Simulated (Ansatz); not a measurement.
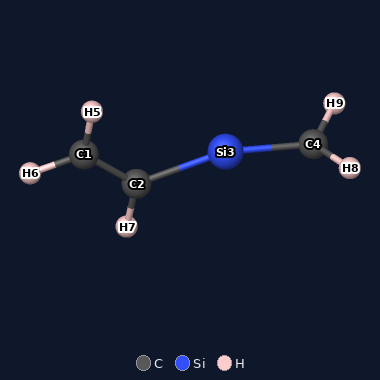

The system is C₃H₅Si, SMILES C=C[Si+]=C, charge +1; the picture shows the reference structure. First axis: angle C2–Si3–C4 (carried through 180). Second axis: change of the bonds Si3–C2, Si3–C4, all alike. Nothing is relaxed (all other coordinates rigid). Grid: 13 × 13 points. Points are written as (first, second). Energies: kcal/mol, counted from the lowest grid point. All numbers below come from RHF/def2-TZVP (Ansatz 0.2.0).

Its coordinates:

```json
{"atom": "C", "x (Å)": "0.6576", "y (Å)": "1.8996", "z (Å)": "-0.1346"}
{"atom": "C", "x (Å)": "0.1329", "y (Å)": "0.8263", "z (Å)": "-0.7339"}
{"atom": "Si", "x (Å)": "-0.1898", "y (Å)": "-0.6559", "z (Å)": "0.2149"}
{"atom": "C", "x (Å)": "-0.6743", "y (Å)": "-2.2158", "z (Å)": "0.5672"}
{"atom": "H", "x (Å)": "0.9042", "y (Å)": "1.9281", "z (Å)": "0.9113"}
{"atom": "H", "x (Å)": "0.8569", "y (Å)": "2.7968", "z (Å)": "-0.6936"}
{"atom": "H", "x (Å)": "-0.1025", "y (Å)": "0.8303", "z (Å)": "-1.7830"}
{"atom": "H", "x (Å)": "-1.6359", "y (Å)": "-2.4001", "z (Å)": "1.0161"}
{"atom": "H", "x (Å)": "0.0508", "y (Å)": "-3.0094", "z (Å)": "0.6357"}
```

Range: angle C2–Si3–C4 (carried through 180) from 140.0 to 220.0°; change of the bonds Si3–C2, Si3–C4, all alike from −0.190 to 0.294 Å.

What landscape does the calculation give?

The lowest grid point is at (160.0°, 0.012 Å). It is the only kind of minimum in the scanned range. The highest grid point, (220.0°, −0.190 Å), lies 48.5 kcal/mol above the lowest.

```
second ↓, first →  140.0  146.7  153.3  160.0  166.7  173.3  180.0  186.7  193.3  200.0  206.7  213.3  220.0
            0.294   29.8   32.5   35.3   38.1   40.7   43.0   44.9   46.2   46.8   46.7   45.9   44.6   42.9
            0.254   23.3   25.6   28.0   30.3   32.6   34.5   36.2   37.4   38.0   38.1   37.7   36.8   35.6
            0.213   17.1   19.0   20.9   22.8   24.6   26.3   27.7   28.8   29.5   29.8   29.7   29.3   28.6
            0.173   11.7   13.1   14.5   16.0   17.5   18.9   20.1   21.1   21.9   22.4   22.6   22.6   22.5
            0.133    7.1    7.9    9.0   10.1   11.2   12.3   13.4   14.4   15.2   15.9   16.4   16.8   17.1
            0.092    3.4    3.8    4.4    5.1    5.9    6.8    7.7    8.7    9.5   10.4   11.2   12.0   12.8
            0.052    1.3    1.2    1.3    1.7    2.2    2.9    3.6    4.5    5.5    6.5    7.6    8.8   10.0
            0.012    0.9    0.3    0.0    0.0    0.2    0.7    1.3    2.2    3.2    4.4    5.8    7.3    9.0
           −0.029    2.7    1.6    0.9    0.5    0.5    0.7    1.2    2.0    3.1    4.5    6.1    8.0   10.2
           −0.069    7.1    5.5    4.4    3.7    3.4    3.4    3.8    4.6    5.8    7.3    9.2   11.5   14.1
           −0.110   15.0   12.9   11.4   10.3    9.7    9.5    9.9   10.6   11.9   13.6   15.7   18.3   21.5
           −0.150   26.6   24.1   22.1   20.7   19.8   19.5   19.7   20.5   21.8   23.6   26.0   29.0   32.6
           −0.190   42.9   39.8   37.5   35.7   34.6   34.1   34.2   35.0   36.3   38.4   41.1   44.4   48.5
```

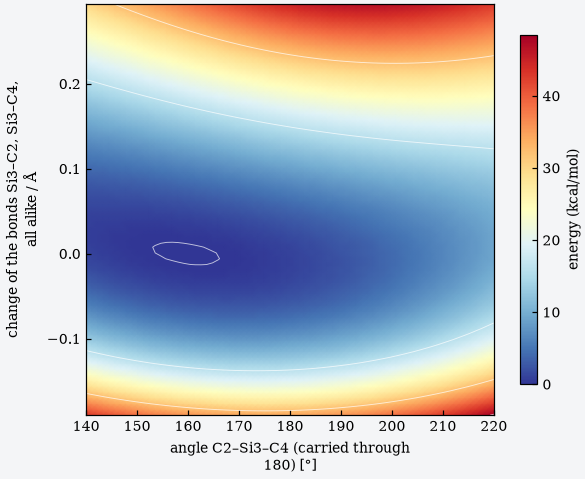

The picture shows a smooth colour map with a few white contour lines. Between grid points the surface is interpolated.

Time for the 169 points that were run: 14 min on 1 thread of Arm Neoverse V1, on a shared host.
